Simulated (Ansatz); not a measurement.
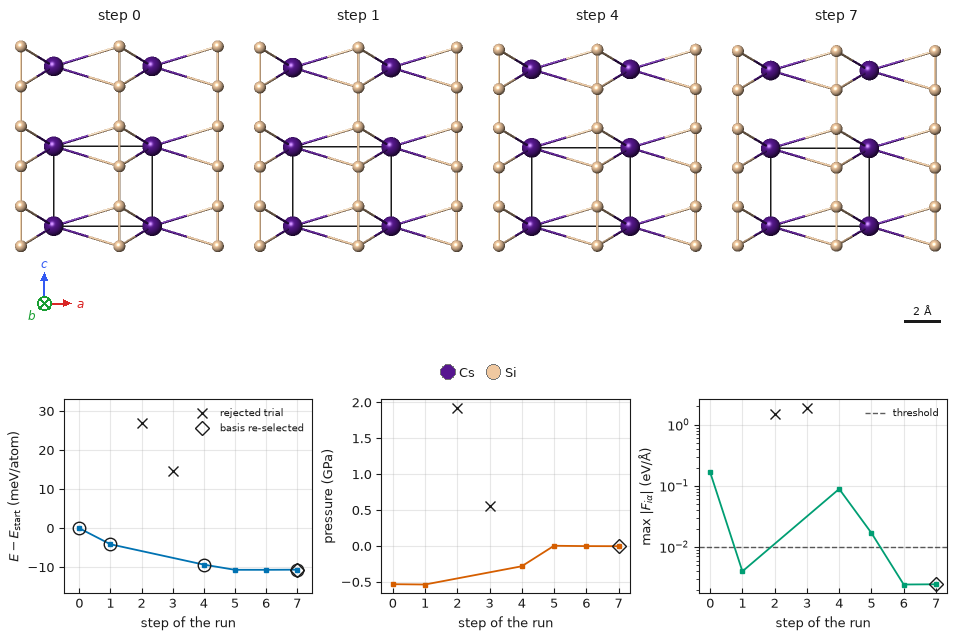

Frames of a relaxation of crystalline CsSi₂ (a generated structure, set up in P-6m2), marked on the history of the run. The picture is a ball-and-stick view of the cell of the calculation, repeated 1 × 1 × 2 with one cell outlined, seen along the b axis.

The run lets cell and atoms move.

All numbers below come from Kohn-Sham DFT of a periodic cell, PBE, Ansatz PAW (Ansatz 0.2.0).

Input file:
```yaml
crystal:
  lattice:
    - [6.37157, 0.0, 0.0]
    - [-3.18578, 5.51794, 0.0]
    - [0.0, 0.0, 4.47866]
  atoms:
    - { symbol: Cs, position: [0.0, 0.0, 0.0] }
    - { symbol: Si, position: [0.66667, 0.33333, 0.25039] }
    - { symbol: Si, position: [0.66667, 0.33333, 0.74961] }
hamiltonian:
  xc: pbe
  pseudopotentials: { kind: paw }
kpoints:
  mp_grid: { grid: [5, 5, 6] }
scf:
  occupations: { method: fermi_dirac, width: 0.05 }
output:
  forces: true
  stress: true
  eigenvalues: true
relax:
  f_tol: 0.01
  max_steps: 40
  cell: { stress_tol: 0.05 }
```

Launched with:
```bash
ansatz run input.yaml --threads 2 --pin off --max-ram 5632MiB --backend cpu --events-out ev --progress --plain --runs-dir out
```

What happens along the run?

Answer. No atom moves by more than 0.005 Å relative to the cell. The volume changes by −2.3 %, with a = b 6.372 → 6.383 Å (+0.2 %), c 4.479 → 4.362 Å (−2.6 %). Some distances before and after: Si–Si 2.243 → 2.181 Å. The space group stays P-6m2 (No. 187). After 4 accepted moves (7 points after the start) the energy has fallen by 10.6 meV per atom. Largest force component: 0.17 eV/Å at the start, 0.0025 eV/Å at the end. The pressure goes from −0.53 to 0.00 GPa. The line search rejected the trial steps at points 2, 3 of the run. The SCF was repeated once at an unchanged geometry on a basis and grid sized afresh for the cell, which shifted the energy by less than 0.05 meV per atom at most. At step 2 the optimiser overshot: the energy rose above the start, and later steps came back. From step 0 to 1: volume −0.8 %, energy −4.1 meV per atom. From step 1 to 4: volume −1.2 %, energy −5.2 meV per atom. From step 4 to 7: volume −0.3 %, energy −1.3 meV per atom.
